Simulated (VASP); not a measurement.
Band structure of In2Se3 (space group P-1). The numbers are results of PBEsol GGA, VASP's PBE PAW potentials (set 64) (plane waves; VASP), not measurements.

Unless said otherwise, spin-orbit coupling is left out, though it shifts the bands of the heavy elements here.

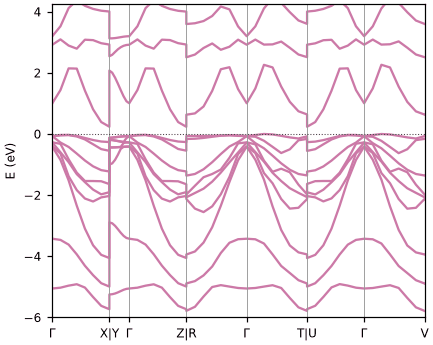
Figure: Bands along high-symmetry lines, zero at the valence-band maximum or, without a gap, the Fermi level

Task: Read the plot: is there a gap, and where are the band edges?

Result: The gap is indirect, 0.23 eV, from the valence maximum at Γ-T at 0.29 to the conduction minimum at Z.

The structure comes from a computed database's In2Se3 entry; how it stands against other phases isn't given here. The cell was not relaxed at this level, atoms are displaced from their ideal sites. The k-mesh is coarse (spacing up to 0.46 per Å, 2π included), so the numbers may not be converged in it.
